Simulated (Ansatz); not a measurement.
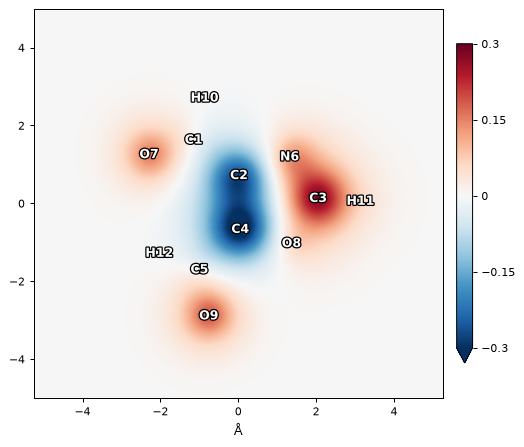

C₅H₃NO₃ (SMILES O=Cc1ncoc1C=O). The HOMO−1 on a plane 0.8 Å above the molecular plane (values in Å⁻³ᐟ²; the overall sign is arbitrary).

Geometry: B3LYP/def2-SVP.

These are results of Ansatz 0.2.0, isolated molecule in a Gaussian basis; Kohn-Sham density functional theory, functional PBE0, not measurements.

Input file:

```
basis:
  gaussian:
    orbitals: def2-SVPD
crystal:
  periodic: [false, false, false]
  atoms:
    - symbol: C
      position_ang: [0.684477, 0.367084, 0.105087]
    - symbol: C
      position_ang: [-0.129216, -0.867083, 0.119933]
    - symbol: C
      position_ang: [-0.574664, -2.921151, 0.355810]
    - symbol: C
      position_ang: [-1.472712, -1.035607, -0.164484]
    - symbol: C
      position_ang: [-2.545114, -0.107042, -0.567201]
    - symbol: N
      position_ang: [0.415875, -2.092440, 0.449098]
    - symbol: O
      position_ang: [0.251837, 1.461145, -0.176556]
    - symbol: O
      position_ang: [-1.744041, -2.357187, -0.009170]
    - symbol: O
      position_ang: [-3.683639, -0.455740, -0.774274]
    - symbol: H
      position_ang: [1.752963, 0.197819, 0.381747]
    - symbol: H
      position_ang: [-0.579644, -3.996000, 0.532247]
    - symbol: H
      position_ang: [-2.197248, 0.946213, -0.660227]
hamiltonian:
  xc: {name: PBE0}
output:
  forces: true
  orbitals: {seedname: orbitals}
```

Command:

```sh
ansatz run input.yaml --threads 2 --pin off --max-ram 5220MiB --events-out events.jsonl --progress --plain --runs-dir runs
```

Question: What is the character of this orbital?

Answer: Its weight (Hirshfeld) is mainly on C4 (about 25 %), C2 (about 20 %), C3 (about 20 %), O9 (about 10 %), N6 (about 5 %) and O7 (about 5 %); it changes sign across the molecular plane (π type); π-bonding across C2–C4 and C3–N6; π-antibonding (a node) across C2–N6. Its energy is −8.44 eV.
